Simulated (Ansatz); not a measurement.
# Is the response still linear at 0.5 V/Å? 1T-GeBr2 monolayer

The dipole of a slab grows in proportion to a weak field along its normal. Does the weak-field slope carry to a strong field?

How it was computed: Ansatz 0.2.0, plane waves with PAW datasets (its set soft_2), PBE-D3(BJ); atoms held at their relaxed places, 18 Å of vacuum, dipole correction, cell area 13.87 Å², 18×18 k-points, smearing 0.02585 eV. Without field the slab has a gap of 2.36 eV.

| run | field (V/Å) | dipole (e·Å) |
| --- | --- | --- |
| run 1 | −0.10 | −0.03762 |
| run 2 | 0.00 | 0.00000 |
| run 3 | 0.10 | 0.03762 |
| run 4 | 0.50 | ? |

**Question.** What value belongs in the row marked “?”, and how far can the other rows tell?

A least-squares line through the 3 rows shown has slope 0.376200 and intercept 0.000000; no row lies more than 0.00001 e·Å off it. A perfect conductor with that slope would be 180.95 × 0.37620 / 13.87 = 4.91 Å thick. At 0.50 it gives 0.376200 × 0.50 + 0.000000 = 0.18810 e·Å, beyond the rows fitted. Rounding and scatter of the rows alone allow about ±0.00002 e·Å there.

The run itself gives 0.18826 e·Å: a miss of +0.00016 e·Å. That is under 1 % of the induced dipole, so the response is still linear.

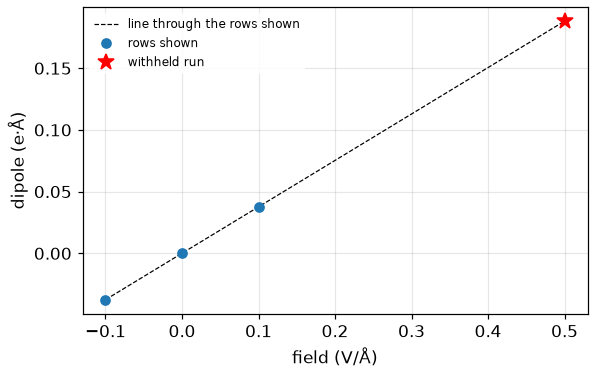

The fit and the withheld run.

**Limits.** Ions are held, so this is the electronic response. Of the series that stay linear within 1 %, this collection keeps about one in seven, and it keeps all that bend.
